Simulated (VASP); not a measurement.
Band structure of TiCo (CsCl type). Method: revPBE GGA, VASP's PBE PAW potentials (set 64) (plane waves; VASP).

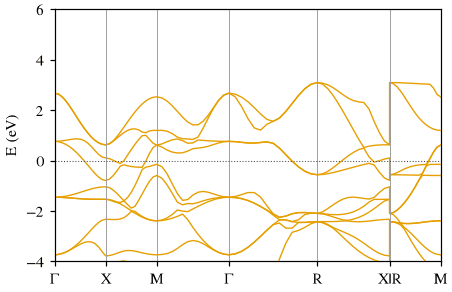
Figure. Bands along high-symmetry lines, zero at the valence-band maximum or, without a gap, the Fermi level

Read the plot: is there a gap, and where are the band edges?

It has no gap at this level: it comes out as a metal or semimetal. (Edges off the drawn lines would not show.)

The compound is TiCo in the CsCl type structure. It was relaxed first. The run is not spin-polarised, so no magnetic state was tried. The electron count is odd and the run is not spin-polarised, which forces a metal.
